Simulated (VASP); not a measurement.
Input:

```yaml
crystal:
  lattice:
    - [0.00000, 2.41252, 2.41252]
    - [2.41252, 0.00000, 2.41252]
    - [2.41252, 2.41252, 0.00000]
  atoms:
    - { symbol: B, position: [0.00000, 0.00000, 0.00000] }
    - { symbol: As, position: [0.25000, 0.25000, 0.25000] }
```

Level of theory: optB88-vdW, VASP's PBE PAW potentials (set 64) (plane waves; VASP 6.6.1). Run with 520 eV cut-off, 11×11×11 Γ-centred mesh, tetrahedra with Blöchl corrections, potentials B As.

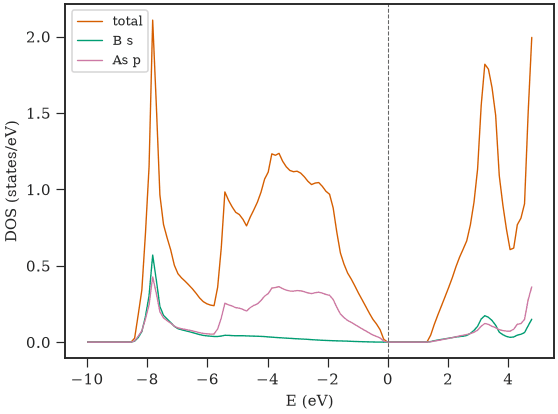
Figure. Total and projected density of states, zero at the valence-band maximum

Within 2 eV below the valence-band maximum the largest weight inside VASP's projection spheres is As p, then B p.

It has a band gap.

The compound is BAs in the zinc blende structure. It was relaxed first.
